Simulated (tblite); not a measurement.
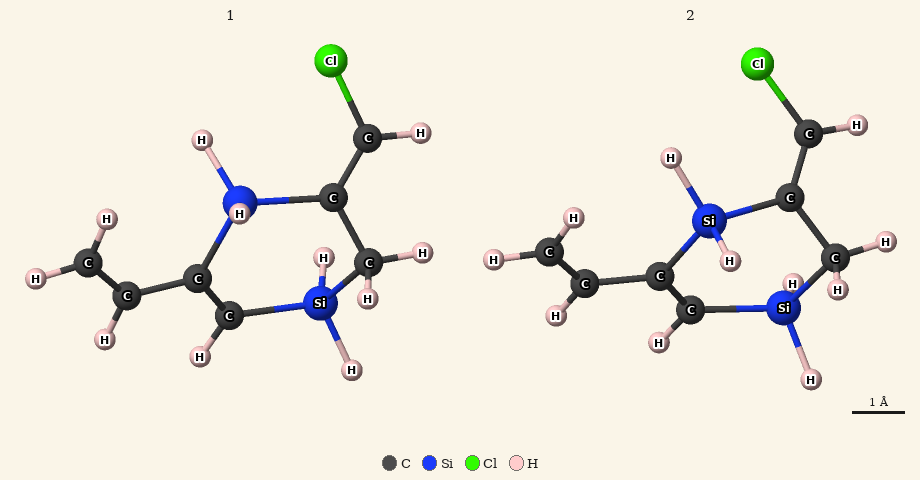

Two geometries of C7H11ClSi2, drawn at one scale. One is the start of a relaxation, the other its converged end. Style: ball-and-stick. Shown at a tilt.

All numbers below come from tblite 0.8.0, GFN2-xTB geometry optimisation, gas phase. 

Which geometry has the lower energy?

Structure 1 is the relaxed one. The largest moves after the best rigid fit, 1.10 Å, are those of H atoms. By element the largest moves are H 1.10 Å, Cl 0.70 Å, Si 0.49 Å, C 0.46 Å. Among the contacts that change: Si–Si 3.323 → 3.476 Å, C–Si 1.851 → 1.907 Å, C–Si 1.837 → 1.890 Å, C–C 1.295 → 1.346 Å. Bond angles that change, for instance: C–Si–C 114.2° → 105.7°, Cl–C–H 120.1° → 112.7°, C–C–H 118.4° → 124.4°. Groups turn about C–Si by about 35°, C–Si by about 30°, C–Si by about 25°. After 149 geometry steps the energy has fallen by 11.6 kcal/mol. The run took 1.6 s on 1 thread of Arm Neoverse V2, on a shared host.
